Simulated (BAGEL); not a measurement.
**SiHSF3 (SMILES F[Si](F)(F)S) at HF/6-31G(d) (density fitting with qzvpp-jkfit, spherical functions)**

Aim: the energy change on altering one bond length of SiHSF3 at HF/6-31G* (density fitting with qzvpp-jkfit, spherical functions), from 2 runs. 

The results are computed with BAGEL 1.2.2.

1 further run of the same task is left out (set aside as unsound or not needed).

### 1 The molecule

SiHSF3: 6 atoms, total charge 0, spin state singlet. As SMILES, `F[Si](F)(F)S`. The shape is that of a PBE0-D4/def2-TZVP optimisation.

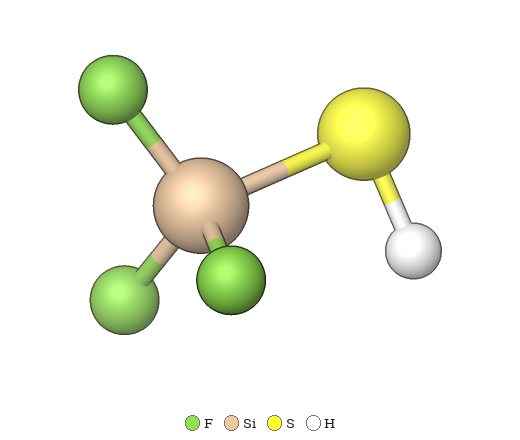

Viewed from a chosen angle; fluorine green, silicon light orange, sulfur yellow, hydrogen white.

### 2 A single-point energy at HF/6-31G(d) (density fitting with qzvpp-jkfit, spherical functions)

Contents of calc.json:

```json
{ "bagel" : [

{
  "title" : "molecule",
  "basis" : "6-31gs.json",
  "df_basis" : "qzvpp-jkfit",
  "angstrom" : "true",
  "geometry" : [
    { "atom" : "F", "xyz" : [       0.466800,      -0.998900,       1.589500 ] },
    { "atom" : "Si", "xyz" : [       0.253700,      -0.377400,       0.162100 ] },
    { "atom" : "F", "xyz" : [      -0.333300,      -1.487500,      -0.786100 ] },
    { "atom" : "F", "xyz" : [       1.659400,       0.005000,      -0.432600 ] },
    { "atom" : "S", "xyz" : [      -1.016800,       1.267900,       0.370500 ] },
    { "atom" : "H", "xyz" : [      -0.987600,       1.526900,      -0.949600 ] }
  ]
},

{
  "title" : "hf"
},

{
  "title" : "print",
  "file" : "orbitals.molden",
  "orbitals" : "true"
}

]}
```

The basis set 6-31G* is read from a file made from the Basis Set Exchange's data (not shown).

Command:

```sh
$ BAGEL_NUM_THREADS=1 BAGEL calc.json > calc.out
```

The log of the run:

```text
* using 1 threads per process

  ===============================================================
  ===============================================================

  *** Geometry ***

  { "atom" : "F", "xyz" : [      0.882124,     -1.887647,      3.003720 ] },
  { "atom" : "Si", "xyz" : [      0.479424,     -0.713183,      0.306325 ] },
  { "atom" : "F", "xyz" : [     -0.629846,     -2.810968,     -1.485514 ] },
  { "atom" : "F", "xyz" : [      3.135812,      0.009449,     -0.817496 ] },
  { "atom" : "S", "xyz" : [     -1.921474,      2.395984,      0.700144 ] },
  { "atom" : "H", "xyz" : [     -1.866294,      2.885423,     -1.794484 ] },

  Number of auxiliary basis functions:      505

  Since a DF basis is specified, we compute 2- and 3-index integrals:
    o Being stored without compression. Storage requirement is 0.026 GB

  Number of basis functions:       80
  Number of electrons      :       58

    * METHOD: MOLECULE                             0.28

  *** RHF ***

  === Nuclear Repulsion ===
   323.4283758812

      * DIIS with orbital gradients will be used.

  === RHF iteration (6-31gs.json) ===
      0       -985.27425544          0.02402542           0.10
      1       -985.45703372          0.01492034           0.10
      2       -985.55370489          0.00092863           0.10
      3       -985.55457328          0.00018947           0.10
      4       -985.55461159          0.00004775           0.10
      5       -985.55461475          0.00000902           0.09
      6       -985.55461487          0.00000277           0.09
      7       -985.55461488          0.00000071           0.10
      8       -985.55461488          0.00000029           0.09
      9       -985.55461488          0.00000007           0.09
     10       -985.55461488          0.00000002           0.09
     11       -985.55461488          0.00000001           0.09
    * SCF iteration converged.

    * Permanent dipole moment:
           (    0.217131,    -0.376414,     0.384105) a.u.

    * METHOD: HF                                   1.35

    * METHOD: PRINT                                0.02

  ===============================================================
```

It took 1.8 s on 1 thread of Arm Neoverse V1, shared host; peak memory 0.12 GiB.

### 3 The distorted shape, same level

Contents of job.json:

```json
{ "bagel": [

{
  "title": "molecule",
  "basis": "6-31gs.json",
  "df_basis": "qzvpp-jkfit",
  "angstrom": "true",
  "geometry": [
    { "atom": "F", "xyz": [    0.443439,   -1.206109,    2.645627 ] },
    { "atom": "Si", "xyz": [    0.230339,   -0.584609,    1.218227 ] },
    { "atom": "F", "xyz": [   -0.356661,   -1.694709,    0.270027 ] },
    { "atom": "F", "xyz": [    1.636039,   -0.202209,    0.623527 ] },
    { "atom": "S", "xyz": [   -1.040161,    1.060691,    1.426627 ] },
    { "atom": "H", "xyz": [   -0.987600,    1.526900,   -0.949600 ] }
  ]
},
{ "title": "hf", "charge": 0 },
{ "title": "print", "file": "orbitals.molden", "orbitals": "true" }

]}
```

The basis set 6-31G* is read from a file made from the Basis Set Exchange's data (not shown).

Command:

```sh
$ BAGEL_NUM_THREADS=1 BAGEL job.json > job.out
```

The log of the run:

```text
* using 1 threads per process

  ===============================================================
  ===============================================================

  *** Geometry ***

  { "atom" : "F", "xyz" : [      0.837978,     -2.279216,      4.999510 ] },
  { "atom" : "Si", "xyz" : [      0.435278,     -1.104751,      2.302115 ] },
  { "atom" : "F", "xyz" : [     -0.673992,     -3.202536,      0.510277 ] },
  { "atom" : "F", "xyz" : [      3.091666,     -0.382120,      1.178295 ] },
  { "atom" : "S", "xyz" : [     -1.965619,      2.004415,      2.695934 ] },
  { "atom" : "H", "xyz" : [     -1.866294,      2.885423,     -1.794484 ] },

  Number of auxiliary basis functions:      505

  Since a DF basis is specified, we compute 2- and 3-index integrals:
    o Being stored without compression. Storage requirement is 0.026 GB

  Number of basis functions:       80
  Number of electrons      :       58

    * METHOD: MOLECULE                             0.28

  *** RHF ***

  === Nuclear Repulsion ===
   319.3838073487

      * DIIS with orbital gradients will be used.

  === RHF iteration (6-31gs.json) ===
      0       -985.10043966          0.02379028           0.10
      1       -985.30291350          0.01455705           0.10
      2       -985.39903577          0.00107824           0.10
      3       -985.40058272          0.00029399           0.10
      4       -985.40069410          0.00010996           0.10
      5       -985.40071379          0.00002640           0.10
      6       -985.40071543          0.00001001           0.10
      7       -985.40071568          0.00000425           0.10
      8       -985.40071573          0.00000176           0.10
      9       -985.40071574          0.00000061           0.10
     10       -985.40071574          0.00000016           0.10
     11       -985.40071574          0.00000006           0.10
     12       -985.40071574          0.00000003           0.10
     13       -985.40071574          0.00000001           0.09
    * SCF iteration converged.

    * Permanent dipole moment:
           (    0.219266,    -0.395578,     0.457258) a.u.

    * METHOD: HF                                   1.58

    * METHOD: PRINT                                0.02

  ===============================================================
```

Wall time 2 s (1 thread of Arm Neoverse V1, shared host); peak memory 0.12 GiB.

### 4 Outcome

Level: HF/6-31G* (density fitting with qzvpp-jkfit, spherical functions).

| quantity | value |
| --- | --- |
| first shape: total energy | -985.55461 Eh |
| first shape: dipole moment | 1.47 D |
| first shape: HOMO energy | -11.50 eV |
| first shape: LUMO energy | 3.84 eV |
| first shape: HOMO–LUMO gap | 15.34 eV |
| distorted shape: total energy | -985.40072 Eh |
| distorted shape: dipole moment | 1.63 D |
| distorted shape: HOMO energy | -11.51 eV |
| distorted shape: LUMO energy | -2.05 eV |
| distorted shape: HOMO–LUMO gap | 9.46 eV |
| energy change with the S5–H6 bond stretched from 1.346 to 2.422 Å | 4.188 eV |

One bond (distorted shape) is far stretched, which a spin-restricted single reference describes badly; a broken-symmetry solution may lie lower. With the S5–H6 bond stretched from 1.346 to 2.422 Å the energy rises by 4.19 eV (404 kJ/mol). The first shape isn't relaxed at this level, so the change isn't measured from a minimum. A restricted reference can't describe the breaking bond well at this length.
